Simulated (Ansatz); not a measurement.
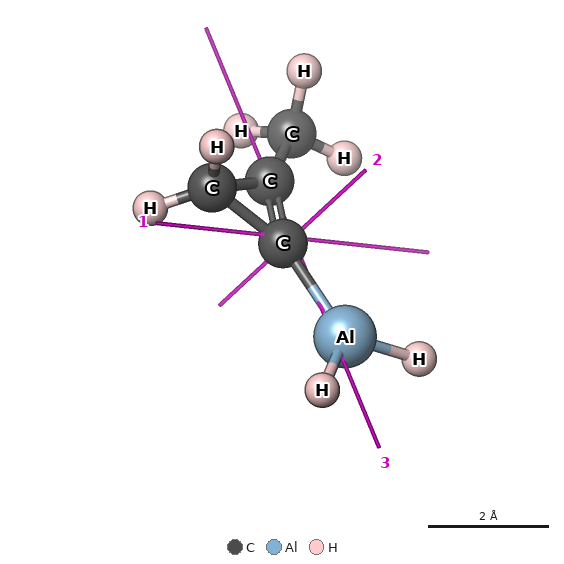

The three principal axes of inertia are drawn and numbered. Distant atoms are faded towards the background colour. The computed structure is the end point of a PBE-D4/def2-SVP optimisation. No frequency run is at hand to confirm it as a minimum. Masses are those of the most abundant isotopes; constants are for the rigid equilibrium geometry.

Q: Which line is the a axis (least moment of inertia), which b and which c?

A: a is line 3, b is line 1, c is line 2; the moments are 63.0, 231, 287 u Å².

Q: Classify the rotor and give the rotational constants (MHz).

A: An asymmetric top (Cs): A = 8024, B = 2187, C = 1758 MHz. Ray's parameter κ is −0.86, close to the prolate limit.
